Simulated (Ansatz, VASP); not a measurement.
# CrBr2 in two plane-wave programs

Aim: how closely do two programs agree when they are given the same cell, functional and k mesh? The structure shown is the end of the VASP relaxation below.

Program: Ansatz 0.2.0. Level of theory: plane waves, with VASP 6.6.1 beside it; single point at PBEsol and band structure at PBEsol. Results are calculated unless marked as measured.

**1. The starting structure**

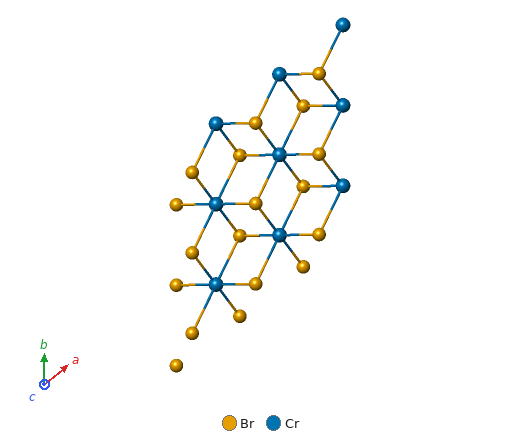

Start, viewed from above; bromine orange, chromium blue. 3×3×1 cells are drawn. Bonds to atoms that aren't drawn are left out.

The cell holds 3 atoms: 2 Br and 1 Cr. Its edges and angles: a = 4.168 Å, b = 4.168 Å, c = 18.016 Å, α = 90.0°, β = 90.0°, γ = 52.1°. It derives from CrBr2. As first built, before any earlier steps moved the atoms: kind sheets cut from a layered crystal; sheets 1. Vacuum lies along c.

Structure file:

```cif
data_structure
_symmetry_space_group_name_H-M 'P 1'
_symmetry_Int_Tables_number 1
_cell_length_a 4.1684
_cell_length_b 4.1684
_cell_length_c 18.0161
_cell_angle_alpha 90.000
_cell_angle_beta 90.000
_cell_angle_gamma 52.115
_cell_volume 247.06
loop_
_atom_site_label
_atom_site_type_symbol
_atom_site_fract_x
_atom_site_fract_y
_atom_site_fract_z
_atom_site_occupancy
Br1 Br 0.52749 0.52749 0.57999 1
Br2 Br 0.27841 0.27841 0.42001 1
Cr3 Cr 0.90295 0.90295 0.50000 1
```

**2. VASP: relaxation, PBEsol**

This run makes the geometry at which the two programs are then compared.

Lines of VASP's logs that name or quote its potential files are left out, and so is its time.

INCAR

```
SYSTEM = CrBr2
PREC = Normal
ENCUT = 300
EDIFF = 1E-05
NELM = 120
ISMEAR = 0
SIGMA = 0.05
LREAL = .FALSE.
ALGO = Fast
GGA = PS
NBANDS = 17
ISPIN = 2
MAGMOM = 0 0 3
LMAXMIX = 4
LORBIT = 11
LWAVE = .FALSE.
LCHARG = .FALSE.
KPAR = 2
IBRION = 2
NSW = 40
ISIF = 2
EDIFFG = -0.03
POTIM = 0.4
MAXMIX = 40
IDIPOL = 3
LDIPOL = .TRUE.
DIPOL = 0.5 0.5 0.5
```

POSCAR

```
CrBr2
1.0
    4.1683699850      0.0000000000      0.0000000000
    2.5597016450      3.2898686630      0.0000000000
    0.0000000000      0.0000000000     18.0160793074
Br Cr
2 1
Direct
    0.5260881120      0.5260881120      0.5837052070
    0.2798100870      0.2798100870      0.4162947930
    0.9029490990      0.9029490990      0.5000000000
```

KPOINTS

```
Automatic mesh
0
Gamma
7 7 1
0 0 0
```

Potentials, in the order of the species: Br and Cr (PBE family, release 64).

The run is started by

```
$ mpirun -np 2 vasp_std
```

Numbers of over 12 decimals in the logs are rounded to 6 here.

Output:

```text
[banner, memory and clock lines left out]
running    2 mpi-ranks, on    1 nodes
 distrk:  each k-point on    1 cores,    2 groups
 distr:  one band on    1 cores,    1 groups

 POSCAR found type information on POSCAR BrCr
 POSCAR found :  2 types and       3 ions
|                                                                             |
|               ----> ADVICE to this user running VASP <----                  |
|                                                                             |
|     You enforced a specific xc type in the INCAR file but a different       |
|     [... a line on the potential file left out ...]
|     I HOPE YOU KNOW WHAT YOU ARE DOING!                                     |
|                                                                             |

 LDA part: xc-table for (Slater+PW92), standard interpolation
 POSCAR, INCAR and KPOINTS ok, starting setup
 FFT: planning ... GRIDC
 FFT: planning ... GRID_SOFT
 FFT: planning ... GRID
 WAVECAR not read
 entering main loop
       N       E                     dE             d eps       ncg     rms          rms(c)
DAV:   1     0.134692823052E+03    0.13469E+03   -0.47509E+03  1088   0.549E+02
DAV:   2     0.562954955215E+01   -0.12906E+03   -0.12183E+03  1346   0.168E+02
DAV:   3    -0.148697662188E+02   -0.20499E+02   -0.20088E+02  1576   0.733E+01
DAV:   4    -0.156514250588E+02   -0.78166E+00   -0.77978E+00  1301   0.196E+01
DAV:   5    -0.156739627158E+02   -0.22538E-01   -0.22527E-01  1549   0.288E+00    0.109E+01
RMM:   6    -0.152452940498E+02    0.42867E+00   -0.68651E+00  1105   0.221E+01    0.101E+01
RMM:   7    -0.151979053021E+02    0.47389E-01   -0.11507E+00  1116   0.884E+00    0.468E+00
RMM:   8    -0.151108445776E+02    0.87061E-01   -0.42050E-01  1130   0.321E+00    0.231E+00
RMM:   9    -0.150392384612E+02    0.71606E-01   -0.10151E-01  1150   0.213E+00    0.776E-01
RMM:  10    -0.151167733731E+02   -0.77535E-01   -0.27278E-02  1161   0.113E+00    0.516E-01
RMM:  11    -0.152294728638E+02   -0.11270E+00   -0.18981E-02  1099   0.707E-01    0.348E-01
RMM:  12    -0.153472178483E+02   -0.11774E+00   -0.40309E-02  1152   0.824E-01    0.215E-01
RMM:  13    -0.154286158131E+02   -0.81398E-01   -0.30522E-02  1143   0.635E-01    0.101E-01
RMM:  14    -0.154585236829E+02   -0.29908E-01   -0.84997E-03  1171   0.382E-01    0.798E-02
RMM:  15    -0.154631606211E+02   -0.46369E-02   -0.22697E-03  1220   0.202E-01    0.330E-02
RMM:  16    -0.154635100620E+02   -0.34944E-03   -0.29315E-04  1108   0.860E-02    0.176E-02
RMM:  17    -0.154637648096E+02   -0.25475E-03   -0.10184E-04  1015   0.560E-02    0.133E-02
RMM:  18    -0.154641033963E+02   -0.33859E-03   -0.73900E-05   975   0.393E-02    0.645E-03
RMM:  19    -0.154642430549E+02   -0.13966E-03   -0.27387E-05   861   0.246E-02    0.436E-03
RMM:  20    -0.154643177143E+02   -0.74659E-04   -0.10149E-05   786   0.212E-02    0.261E-03
RMM:  21    -0.154643631006E+02   -0.45386E-04   -0.69865E-06   755   0.144E-02    0.157E-03
RMM:  22    -0.154643904054E+02   -0.27305E-04   -0.40539E-06   711   0.123E-02    0.190E-03
RMM:  23    -0.154644059108E+02   -0.15505E-04   -0.25377E-06   681   0.103E-02    0.696E-04
RMM:  24    -0.154644106450E+02   -0.47342E-05   -0.13575E-06   634   0.865E-03
   1 F= -.15464411E+02 E0= -.15464411E+02  d E =-.154644E+02  mag=     4.0000
[... from here on, the cycles between the ionic steps are left out ...]
   2 F= -.15474863E+02 E0= -.15474863E+02  d E =-.104519E-01  mag=     4.0001
   3 F= -.15485030E+02 E0= -.15485030E+02  d E =-.206195E-01  mag=     4.0000
   4 F= -.15478489E+02 E0= -.15478489E+02  d E =-.140781E-01  mag=     3.9999
   5 F= -.15486968E+02 E0= -.15486968E+02  d E =-.225570E-01  mag=     4.0001
   6 F= -.15486972E+02 E0= -.15486972E+02  d E =-.225616E-01  mag=     4.0001
   7 F= -.15487269E+02 E0= -.15487269E+02  d E =-.296799E-03  mag=     4.0002
   8 F= -.15488049E+02 E0= -.15488049E+02  d E =-.107729E-02  mag=     4.0020
 curvature:  -4.81 expect dE=-0.684E-03 dE for cont linesearch -0.675E-03
 ZBRENT: increasing intervall
 opt :  15.4509  next Energy=   -15.489421 (dE=-0.245E-02)
 bond charge predicted
       N       E                     dE             d eps       ncg     rms          rms(c)
DAV:   1    -0.154855207656E+02    0.25384E-02   -0.90430E-01  1142   0.470E+00    0.283E-01
RMM:   2    -0.154884317282E+02   -0.29110E-02   -0.30583E-02  1134   0.141E+00    0.107E-01
RMM:   3    -0.154892069456E+02   -0.77522E-03   -0.66895E-03  1273   0.552E-01    0.124E-01
RMM:   4    -0.154892766346E+02   -0.69689E-04   -0.58766E-04  1206   0.160E-01    0.116E-01
RMM:   5    -0.154892713071E+02    0.53275E-05   -0.48040E-05   912   0.501E-02
   9 F= -.15489271E+02 E0= -.15489271E+02  d E =-.229910E-02  mag=     4.0021
 curvature:  -9.76 expect dE=-0.337E-03 dE for cont linesearch -0.305E-03
 trial: gam=-0.24160 g(F)=  0.345E-04 g(S)=  0.000E+00 ort = 0.792E-04 (trialstep = 0.433E+01)
 search vector abs. value=  0.796E-05
 reached required accuracy - stopping structural energy minimisation
```

Parts of OUTCAR (step 2):

```text
ion  position               nearest neighbor table
   1  0.526  0.526  0.584-   3 2.55   3 2.55
   2  0.280  0.280  0.416-   3 2.55   3 2.55
   3  0.903  0.903  0.500-   2 2.55   2 2.55   1 2.55   1 2.55

  LATTYP: Found a base centered orthorhombic cell.
 ALAT       =     3.6621099994
 B/A-ratio  =     2.0450882145
 C/A-ratio  =     4.9195898840

 Subroutine GETGRP returns: Found  4 space group operations
 (whereof  2 operations were pure point group operations)

The static configuration has the point symmetry C_1h.
 The point group associated with its full space group is C_2h.

 Found     16 irreducible k-points:

   k-points           NKPTS =     16   k-points in BZ     NKDIM =     16   number of bands    NBANDS=     17

   dimension x,y,z NGX =    18 NGY =   18 NGZ =   80
   dimension x,y,z NGXF=    36 NGYF=   36 NGZF=  160

   ENCUT  =  300.0 eV  22.05 Ry    4.70 a.u.   5.89  5.89 25.44*2*pi/ulx,y,z

   NELECT =      20.0000    total number of electrons

 k-points in reciprocal lattice and weights: Automatic mesh
   0.00000000  0.00000000  0.00000000       0.020
   0.14285714 -0.00000000  0.00000000       0.082
   0.28571429 -0.00000000  0.00000000       0.082
   0.42857143  0.00000000  0.00000000       0.082
   0.14285714  0.14285714  0.00000000       0.041
   0.28571429  0.14285714  0.00000000       0.082
   0.42857143  0.14285714  0.00000000       0.082
  -0.42857143  0.14285714  0.00000000       0.082
  -0.28571429  0.14285714  0.00000000       0.082
[...]
0.42857143  0.42857143  0.00000000       0.041
  -0.42857143  0.42857143  0.00000000       0.041

 dipolmoment           0.000000      0.000000      0.000000 electrons x Angstroem

 average (electrostatic) potential at core
       1 -68.8594       2 -68.8594       3 -50.5794

 E-fermi :  -2.3775

 spin component 1
 k-point     1 :       0.0000    0.0000    0.0000
  band No.  band energies     occupation
    ...
      8      -5.1084      1.00000
      9      -4.0942      1.00000
     10      -3.6943      1.00000
     11      -3.5263      1.00000
     12      -2.5960      1.00000
     13      -1.5535      0.00000
     14       0.3394      0.00000
     15       0.9665      0.00000
     16       2.0411      0.00000
     17       2.2142      0.00000

 k-point     2 :       0.1429   -0.0000    0.0000
  band No.  band energies     occupation
    ...
      8      -5.3132      1.00000
      9      -3.7831      1.00000
     10      -3.6337      1.00000
     11      -3.3715      1.00000
     12      -2.7457      1.00000
     13      -1.9306      0.00000
     14       0.9878      0.00000
     15       1.5385      0.00000
     16       2.3198      0.00000
     17       2.4798      0.00000

 k-point     3 :       0.2857   -0.0000    0.0000
  band No.  band energies     occupation
    ...
      8      -5.5084      1.00000
      9      -3.6856      1.00000
     10      -3.5923      1.00000
     11      -3.3018      1.00000
     12      -2.7992      1.00000
     13      -2.0056      0.00000
     14       1.6842      0.00000
     15       2.0212      0.00000
     16       2.9372      0.00000
     17       3.0703      0.00000

 k-point     4 :       0.4286    0.0000    0.0000
  band No.  band energies     occupation
    ...
      8      -5.6627      1.00000
      9      -3.7708      1.00000
     10      -3.6834      1.00000
     11      -3.4437      1.00000
     12      -2.6049      1.00000
     13      -1.7058      0.00000
     14       1.3976      0.00000
     15       1.6231      0.00000
     16       3.8087      0.00000
     17       4.0719      0.00000

 k-point     5 :       0.1429    0.1429    0.0000
  band No.  band energies     occupation
    ...
      8      -5.2859      1.00000
      9      -4.0927      1.00000
     10      -3.6336      1.00000
     11      -3.2503      1.00000
     12      -2.8529      1.00000
     13      -1.5709      0.00000
     14       0.7619      0.00000
     15       1.7415      0.00000
     16       2.1538      0.00000
     17       2.4233      0.00000

 k-point     6 :       0.2857    0.1429    0.0000
  band No.  band energies     occupation
    ...
      8      -5.2973      1.00000
      9      -3.7852      1.00000
     10      -3.6059      1.00000
     11      -3.1539      1.00000
     12      -2.9377      1.00000
     13      -1.9338      0.00000
     14       1.6598      0.00000
     15       2.4906      0.00000
     16       2.5431      0.00000
     17       2.8570      0.00000

  Total       -0.6271694     -0.8672623     -0.0337192      0.1542903      0.0342184      0.0699796
  in kB       -4.0671511     -5.6241375     -0.2186669      1.0005621      0.2219037      0.4538128
  external PRESSURE =      -3.3033185 kB  Pullay stress =       0.0000000 kB

  energy-cutoff  :      300.00
  volume of cell :      247.06
      direct lattice vectors                 reciprocal lattice vectors
     4.168369985  0.000000000  0.000000000     0.239901929 -0.186657106  0.000000000
     2.559701645  3.289868663  0.000000000     0.000000000  0.303963502  0.000000000
     0.000000000  0.000000000 18.016079307     0.000000000  0.000000000  0.055505972

 POSITION                                       TOTAL-FORCE (eV/Angst)
 -----------------------------------------------------------------------------------
      3.54899      1.73537     10.44917         0.018847      0.009216     -0.002673
      1.87315      0.91592      7.56691        -0.018847     -0.009216      0.002673
      6.07511      2.97058      9.00804         0.000000      0.000000      0.000000
 -----------------------------------------------------------------------------------
    total drift:                                0.000018      0.000009      0.000011

  FREE ENERGIE OF THE ION-ELECTRON SYSTEM (eV)
  ---------------------------------------------------
  free  energy   TOTEN  =       -15.4892713071 eV

  energy  without entropy=      -15.4892713071  energy(sigma->0) =      -15.48927131

 reached required accuracy - stopping structural energy minimisation

 vacuum level on the upper side and lower side of the slab         2.384         2.384

 total charge
# of ion       s       p       d       tot
------------------------------------------
    1        1.602   3.232   0.023   4.856
    2        1.602   3.232   0.023   4.856
    3        0.296   0.335   4.261   4.892
--------------------------------------------------
tot          3.500   6.798   4.307  14.605

 magnetization (x)
# of ion       s       p       d       tot
------------------------------------------
    1        0.001  -0.035   0.011  -0.023
    2        0.001  -0.035   0.011  -0.023
    3        0.060   0.036   3.640   3.737
--------------------------------------------------
tot          0.061  -0.034   3.662   3.690

[... 6 further parts left out ...]
```

CONTCAR:

```
CrBr2
   1.00000000000000
     4.1683699850000000    0.0000000000000000    0.0000000000000000
     2.5597016450000001    3.2898686630000000    0.0000000000000000
     0.0000000000000000    0.0000000000000000   18.0160793073999983
  Br              Cr
     2     1
Direct
     0.5274906002244679    0.5274906002244679    0.5799915137546910
     0.2784075987755299    0.2784075987755299    0.4200084862453090
     0.9029490989999971    0.9029490989999971    0.5000000000000000
```

[end of part 1 of 2]

[Lines on the potential files, build, host, timing and source positions are cut from VASP's logs without a mark.]

[Logs are printed without paths, hosts, clocks, repeated set-up lines and the standing remarks that a program may print on its own settings, such as how far it seeks lower states.]

[Hosts, paths, dates, database ids (printed as entryN), source tags and the programs' standing remarks are cut or masked in the printed files.]
